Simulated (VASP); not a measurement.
Band structure of Te2W (relaxed from the CdI2 structure, space group P-3m1). Calculation: LDA (Ceperley-Alder, Perdew-Zunger), VASP's LDA PAW potentials (set 64) (plane waves; VASP).

Unless said otherwise, spin-orbit coupling is left out, though it shifts the bands of the heavy elements here.

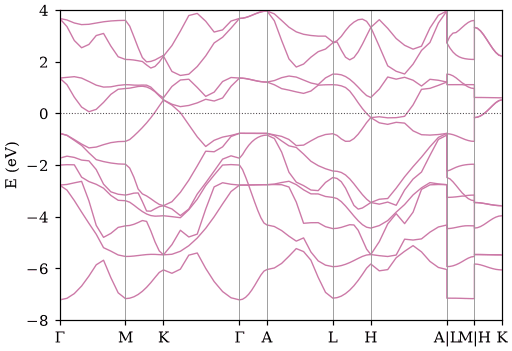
*Bands along high-symmetry lines, zero at the valence-band maximum or, without a gap, the Fermi level*

Problem. Read the plot: is there a gap, and where are the band edges?

Solution. It has no gap at this level: it comes out as a metal or semimetal. (Edges off the drawn lines would not show.)

The structure was generated: Te2W was put into the CdI2 type (P-3m1), which need not be its known phase. It was relaxed first, which changed the volume by -24 %.
